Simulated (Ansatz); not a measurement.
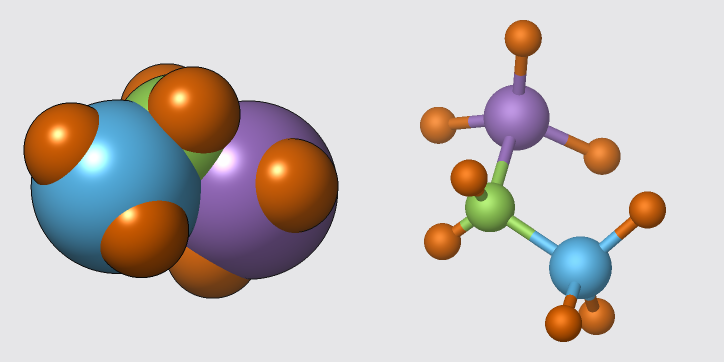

Two views of one molecule. Colours: aluminium purple, nitrogen green, silicon blue, hydrogen orange.

What does the picture show?

Formula AlH₈NSi. Its SMILES string is `[AlH3-][NH2+][SiH3]`. Among its groups: Si–H bond, Si–N bond. Coordination: 1 Al tetrahedral; 1 N tetrahedral; 1 Si tetrahedral.

The parts below concern this one geometry. Atoms keep their numbers from picture to picture. The computed structure is the end point of a PBE0-D4/def2-TZVP optimisation.

Vibrations

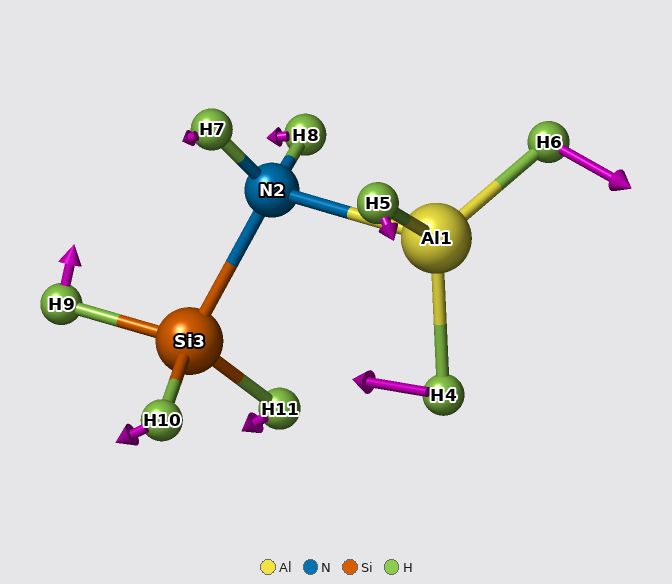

The arrows show one normal mode. Harmonic vibrations computed with RKS PBE0-D4/def2-TZVP (Ansatz 0.2.0) at a stationary point of the same level.

What kind of motion is it?

Mostly H–Al–N bending.

Estimate its harmonic wavenumber.

463 cm⁻¹; it is mode 6 of 27 counted from the lowest.

Charges

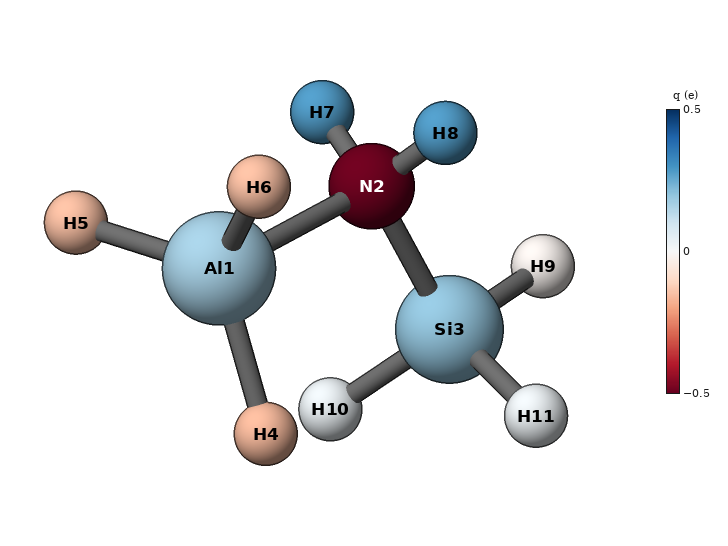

Atoms are coloured by their Mulliken charges. Level of theory: RKS PBE0-D4/def2-TZVP (Ansatz 0.2.0).

Which atom carries the highest charge (most positive or least negative)?

H7, H8 (0.28 e).

And the lowest?

N2 (−0.49 e).

List the Mulliken charges.

```csv
atom,value (e)
Al1,0.17
N2,−0.49
Si3,0.19
H4,−0.16
H5,−0.15
H6,−0.15
H7,0.28
H8,0.28
H9,−0.02
H10,0.03
H11,0.02
```

Electronic properties

Properties computed with RKS ωB97M-V/def2-TZVPP (Ansatz 0.2.0).

What is the dipole moment?

4.80 D.

What is the LUMO energy (Kohn–Sham orbital)?

0.82 eV.

Give the HOMO energy (Kohn–Sham orbital) at this level.

−9.74 eV.

Mulliken values depend strongly on the basis set and can even reverse the polarity of a bond.
